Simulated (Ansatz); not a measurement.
```tsv
atom	x (Å)	y (Å)	z (Å)
F	-1.8813	0.4760	1.0210
C	-1.1558	-0.2743	0.1483
F	-0.8824	-1.4542	0.7526
C	0.0902	0.4586	-0.2257
C	1.2920	-0.0702	-0.0842
I	3.0399	0.9097	-0.5992
H	-1.7987	-0.4819	-0.7154
H	-0.0640	1.4531	-0.6300
H	1.4486	-1.0632	0.3156
```

Geometry: PBE0-D4/def2-TZVP; core potentials replace the inner electrons of I.

These are results of Ansatz, RKS PBE0-D4/def2-TZVPP, not measurements.

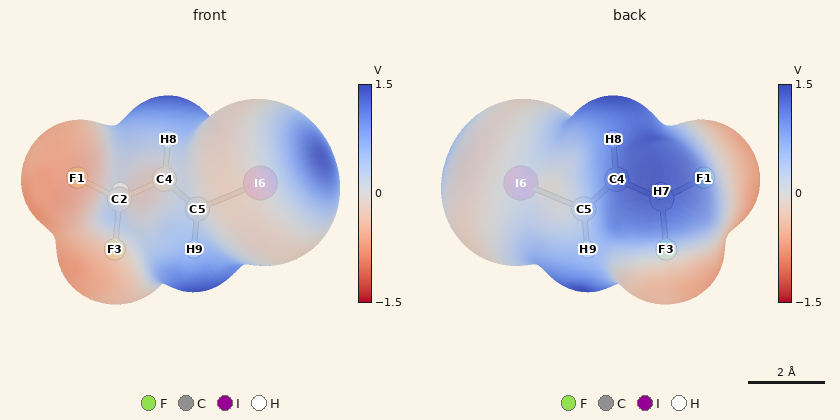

C3H3F2I (SMILES FC(F)C=CI). The molecular electrostatic potential painted on the density surface at 0.002 e/bohr³, seen from the front and from behind; red is negative and blue positive.

Which sites attract a positive test charge, and which a negative one?

Answer. A positive charge is drawn to the negative regions and a negative charge to the positive ones. The most negative region (about −0.7 V) lies over F1 and F3, the most positive (about +1.4 V) over the C, H and I atoms. I6 shows a σ-hole: about +1.4 V at the tip opposite its bond, against about −0.2 V on its flanks.
